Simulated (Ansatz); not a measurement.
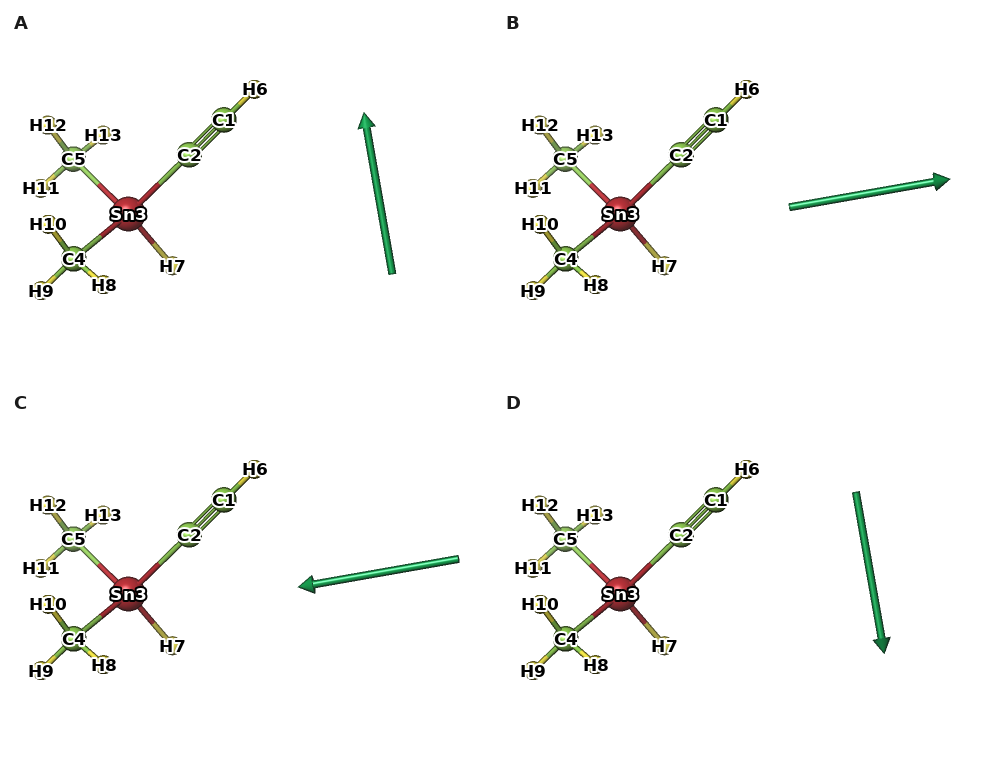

The same molecule four times, each with an arrow. Computed geometry: PBE-D4/def2-SVP optimisation. No frequency run is at hand to confirm it as a minimum. Properties computed with RKS PBE-D4/def2-SVP, core potentials on Sn (Ansatz 0.2.0).

Question: Which arrow points along the dipole moment, from the negative to the positive end?

Answer: C. The dipole moment is 1.18 D; it points from the side of H6 to the side of H9, H11 (the outermost atoms at the two ends).
